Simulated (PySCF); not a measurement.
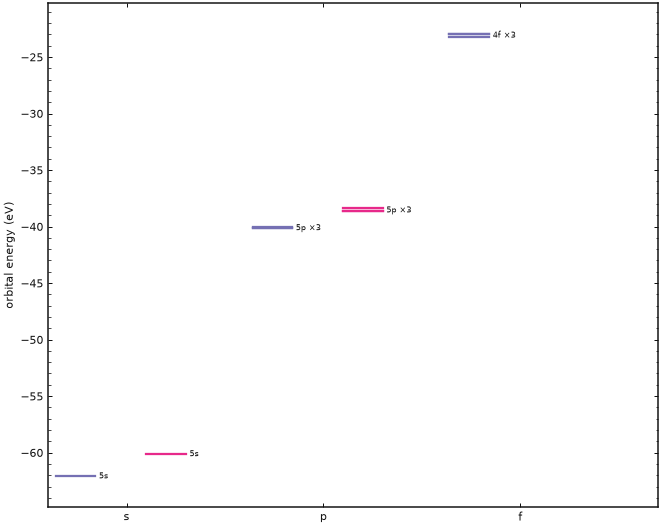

Orbital energies of the mean field, from the top down to −62.1 eV, by angular momentum, α spin at the left of each column and β at the right; ×n counts the orbitals under one label. The highest filled orbital is 4f α at −23.0 eV, the lowest empty one s α at −9.86 eV.

## Atomic calculation for Pr²⁺

- system: Pr²⁺, configuration 1s2 2s2 2p6 3s2 3p6 3d10 4s2 4p6 4d10 4f3 5s2 5p6, multiplicity 4.
- method: unrestricted HF, x2c-TZVPPall, spin-free X2C-1e, Gaussian nucleus (PySCF)

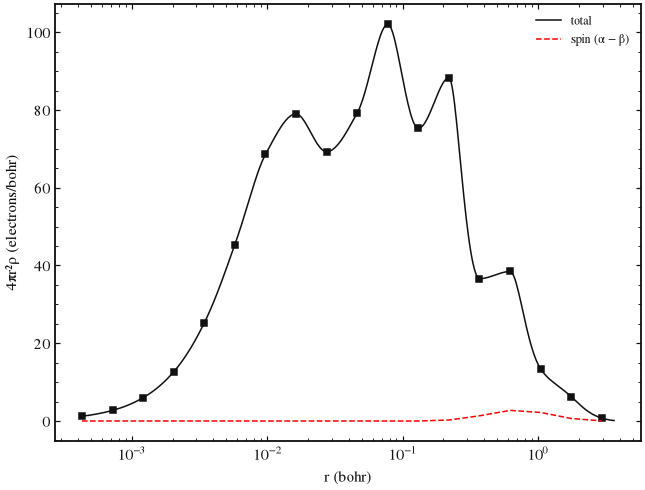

Spherically averaged radial density 4πr²ρ of the mean field and its spin part; markers are the stored points, which are sparse, and the line is a monotone interpolation between them. The largest stored value is 102 electrons/bohr at r = 0.078 bohr. Root-mean-square radii of the shells: 4s 0.661, 4p 0.702, 4d 0.786, 4f 1.21, 5s 1.63, 5p 1.88 bohr.

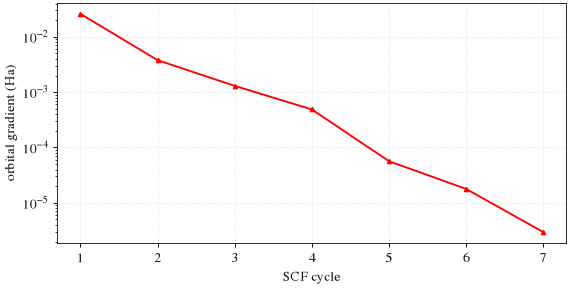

Convergence: orbital gradient against the SCF cycle. The residual falls at every step. It goes from 0.026 to 3.0×10⁻⁶ in 7 steps.

These pictures come from the run below.

**The input**
```python
from pyscf import gto, scf, dft, mp, cc
import basis_set_exchange as bse
mol = gto.M(atom="Pr 0 0 0", charge=2, spin=3, symmetry="D2h",
            basis=gto.basis.parse(bse.get_basis("x2c-TZVPPall", elements=["Pr"], fmt="nwchem")),
            nucmod="G")
mf = scf.UHF(mol).sfx2c1e()
mf.irrep_nelec = {'Ag': (9, 9), 'B1g': (2, 2), 'B2g': (2, 2), 'B3g': (2, 2), 'B1u': (4, 4), 'B2u': (6, 4), 'B3u': (5, 4)}
mf.kernel()
```

The script is an equivalent of what the driver set up; the driver started from orbitals of its own, so the log can be shorter than this script's would be, and it computed the properties (radii, ⟨L²⟩, response) afterwards. It held the occupations shell by shell, which the script's counts by irreducible representation don't always enforce.

**Output (extracts)**
```
damping factor = 0
level_shift factor = 0
DIIS = <class 'pyscf.scf.diis.CDIIS'>
diis_start_cycle = 1
diis_space = 10
diis_damp = 0
SCF conv_tol = 1e-09
SCF conv_tol_grad = None
number electrons alpha = 30  beta = 27
cycle= 1 E= -9232.49150019895  delta_E= -0.00716  |g|= 0.026  |ddm|= 0.0307
cycle= 2 E= -9232.49158295416  delta_E= -8.28e-05  |g|= 0.00379  |ddm|= 0.00452
cycle= 3 E= -9232.4915868635  delta_E= -3.91e-06  |g|= 0.0013  |ddm|= 0.00372
cycle= 4 E= -9232.49158732758  delta_E= -4.64e-07  |g|= 0.000487  |ddm|= 0.000758
cycle= 5 E= -9232.49158748626  delta_E= -1.59e-07  |g|= 5.65e-05  |ddm|= 0.000775
cycle= 6 E= -9232.49158748918  delta_E= -2.93e-09  |g|= 1.78e-05  |ddm|= 9.24e-05
cycle= 7 E= -9232.49158748936  delta_E= -1.78e-10  |g|= 2.96e-06  |ddm|= 3.16e-05
converged SCF energy = -9232.49158748936  <S^2> = 3.7531165  2S+1 = 4.0015579
```

**Summary**

| quantity | value |
| --- | --- |
| outcome | converged |
| total energy | −9232.4916 hartree |
| ⟨S²⟩ | 3.753 |
| ⟨L²⟩ | 34.03 |
| SCF iterations | 7 |
| hardware | 1 CPU thread, shared host |
| CPU time | 4.2 s (integrals apart) |

**Notes**

Radii and densities are those of the two-component orbitals, without the picture-change correction, so the innermost s shells come out slightly too small (about 1 % for 1s near Z = 40, more for heavier atoms). ⟨L²⟩ departs from that of the intended term, so the determinant mixes terms.
